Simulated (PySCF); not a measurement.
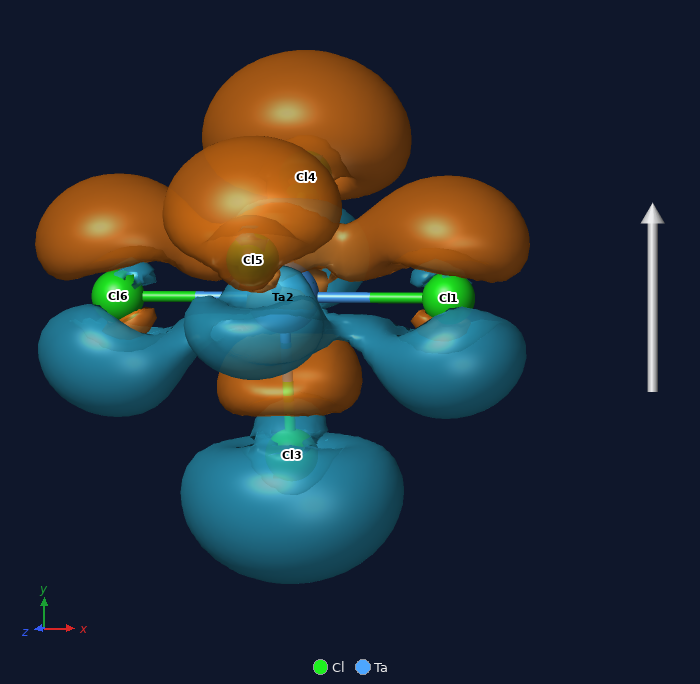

Figure. Cl₅Ta, SMILES `Cl[Ta](Cl)(Cl)(Cl)Cl`. Change of the electron density in a uniform field of 0.21 V/Å along +y (arrow), surfaces at ±0.001 e/Å³ (light blue: gain, orange: loss).

PySCF calculation, B3LYP/def2-SVPD, gas phase; geometry: GFN2-xTB. Core potentials replace the inner electrons of Ta; spin–orbit coupling isn't included. This is a single-reference result, which may miss multireference character in this system. No frequency check shows the geometry to be a minimum. GFN2-xTB bond lengths at metals and heavier atoms can be off by up to 0.1 Å and shapes distorted, which carries into these values.

Input script:

```python
import numpy as np
from pyscf import gto, scf, dft
from pyscf.scf import atom_ks, atom_hf
from scipy.linalg import block_diag

def solve(mol, dm0=None, hcore=None):
    mf = (dft.UKS if mol.spin else dft.RKS)(mol, xc='b3lyp')
    mf.grids.level = 3
    mf = mf.density_fit(auxbasis='def2-universal-jkfit')
    mf.conv_tol, mf.max_cycle = 1e-8, 80
    if hcore is not None:
        mf.get_hcore = lambda *args: hcore
    mf.kernel(dm0)
    if not mf.converged:
        mf = mf.newton().run(mf.mo_coeff, mf.mo_occ, max_cycle=30)
    assert mf.converged, 'SCF not converged'
    return mf

mol = gto.M(atom='''
Cl     2.30994     0.00154    -0.00062
Ta    -0.00001     0.00003     0.00006
Cl     0.00199    -2.18204    -0.58214
Cl    -0.00197     1.59522    -1.59852
Cl     0.00001     0.58683     2.18075
Cl    -2.30992    -0.00169     0.00024
''', basis='def2-svpd', ecp={'Ta': 'def2-svpd'}, charge=0, spin=0, verbose=4)
field = np.array([0.0, 0.004, 0.0])  # atomic units
mol.set_common_orig(mol.atom_charges() @ mol.atom_coords() / mol.atom_charges().sum())
mf = solve(mol)
out = dict(dm0=mf.make_rdm1(), d0=mf.dip_moment(unit='AU'), e0=mf.e_tot)
for name, sign in (('p', 1), ('m', -1)):
    h = mf.get_hcore() + sign * np.einsum('x,xij->ij', field, mol.intor('int1e_r'))
    mi = solve(mol, mf.make_rdm1(), h)
    out.update({'dm' + name: mi.make_rdm1(), 'd' + name: mi.dip_moment(unit='AU'), 'e' + name: mi.e_tot})
# spherically averaged free atoms, for the promolecule
atom_ks.AtomSphAverageRKS.init_guess_by_vsap = lambda self, mol=None: self.init_guess_by_minao(mol)  # core potentials
atm = atom_ks.get_atm_nrks(mol, xc='b3lyp')
pro = block_diag(*[(atm[a[0]][2] * atm[a[0]][3]) @ atm[a[0]][2].T for a in mol._atom])
np.savez('result.npz', pro=pro, **out)
```

Run with:

```sh
OMP_NUM_THREADS=1 python input.py
```

The run took 54 s on 1 thread of Intel(R) Xeon(R) Platinum 8259CL CPU @ 2.50GHz (Skylake/Cascade Lake), on a shared host, peak memory 0.9 GiB.

Partitions, critical points and surface values were worked out afterwards from this run's density.

> What dipole is induced, and what polarisability does it imply?

The induced dipole is 1.12 D (along the field); α along this axis, from the fields in both directions, is 110 bohr³ (16.3 Å³).

> Which atoms gain and lose the most charge?

Electrons gather most on Cl3 (Hirshfeld charge changes by −0.030 e) and leave Cl4 most (+0.022 e); 0.080 electrons are displaced in all.
